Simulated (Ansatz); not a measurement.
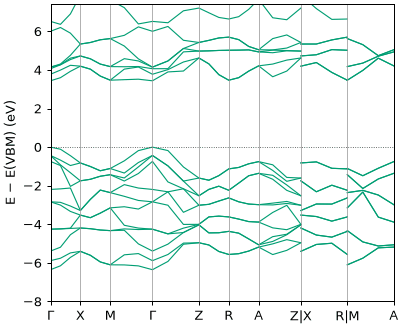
Band structure from HSE06 (plane waves, PAW; program Ansatz)

**Question.** Read off the gap and where the band edges lie.

**Answer.** About 3.4 eV (3.44 eV among the points solved); maximum at Γ, minimum at Γ.

The material is TiO₂ (rutile, P4_2/mnm).

The HSE06 relaxation kept the symmetry of its start. No spin polarisation was allowed. The hybrid was solved on a coarse mesh, the path and, where they were found, the r²SCAN edge points; its band edges are the extreme levels among these.

Potentials: the later of the program's two PAW sets.
